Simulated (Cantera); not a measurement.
A closed system holds: 1 mol SrCl2, 0.36 mol H2O, 120 mol N2, held at 0.00760 bar.

Cantera equilibrium calculation (NASA polynomials, part measured and part estimated; ideal gas, pure solids and liquids). Candidate condensed phases: H2O, NH4Cl, Sr, SrCl2, SrO, Sr(OH)2; 35 gas species. Condensed phases not in the tables: oxide chlorides. The numbers say what is thermodynamically allowed, not how fast it happens.

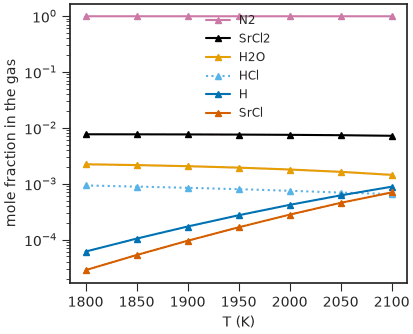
*Equilibrium gas composition (values under 1e-9 drawn at 1e-9)*

**Question.** Read off the mole fractions at 1900 K.

**Answer.** N2 about 0.99, SrCl2 about 0.0076, H2O about 0.0021, HCl about 0.00084, H about 0.00017, SrCl about 9.5e-5.
